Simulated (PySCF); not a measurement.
```xyz
6

N     0.0370    0.1754    0.2521
H    -0.2320    1.1317    0.0548
H    -0.5942   -0.4243   -0.2655
H     0.9612    0.0421   -0.1406
N    -1.4948   -2.9256   -0.3660
N    -1.5777   -3.9675   -0.0595
```

Geometry: PBE0-D3(BJ)/def2-TZVPD.

These are results of PySCF 2.14.0, wB97M-D3(BJ)/def2-TZVPD, SCF density, gas phase, not measurements.

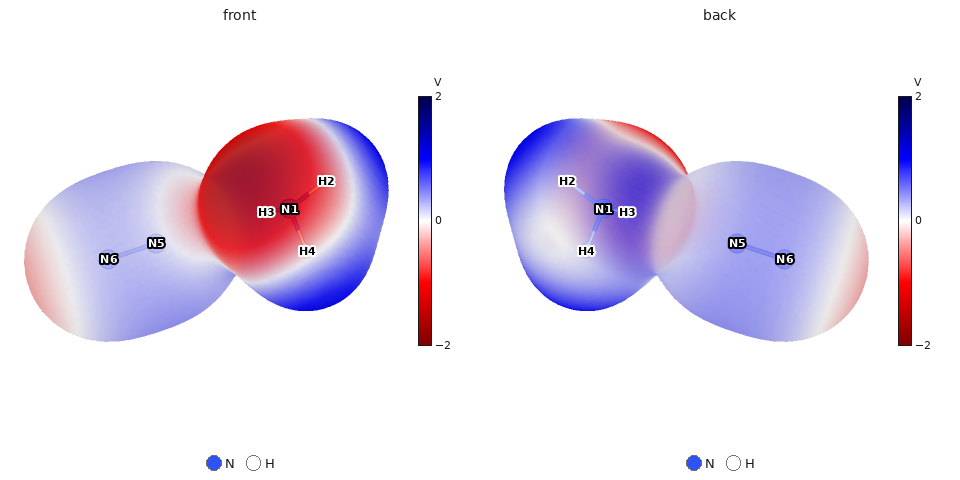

NH$_{3}$···N$_{2}$. The electrostatic potential painted on the density surface at 0.001 e/bohr³, seen from the front and from behind; red is negative and blue positive.

**Which sites attract a positive test charge, and which a negative one?**

A positive charge is drawn to the negative regions and a negative charge to the positive ones. The most negative region (about −1.6 V) lies over N1, the most positive (about +1.0 V) over H2 and H4. N1 is the likeliest acceptor of a hydrogen bond.

**How polar is the complex by this calculation?**

Its dipole moment is 1.48 D.
